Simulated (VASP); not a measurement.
Band structure of RbBr (relaxed from the rock salt structure, space group Fm-3m). These are PBEsol GGA, VASP's PBE PAW potentials (set 64) (plane waves; VASP) values and carry that method's errors.

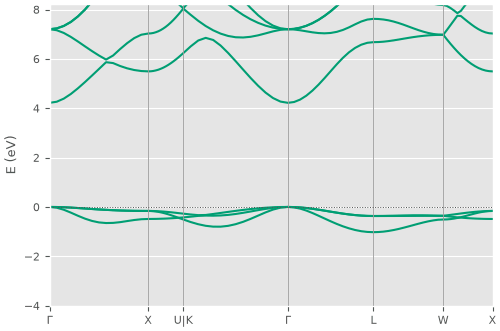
Bands along high-symmetry lines, zero at the valence-band maximum or, without a gap, the Fermi level

Problem. Read the plot: is there a gap, and where are the band edges?

Solution. The gap is direct, 4.22 eV, from the valence maximum at Γ to the conduction minimum at Γ. (Edges off the drawn lines would not show.)

The structure was generated: RbBr was put into the rock salt type (Fm-3m), which need not be its known phase. It was relaxed first, which changed the volume by -19 %.
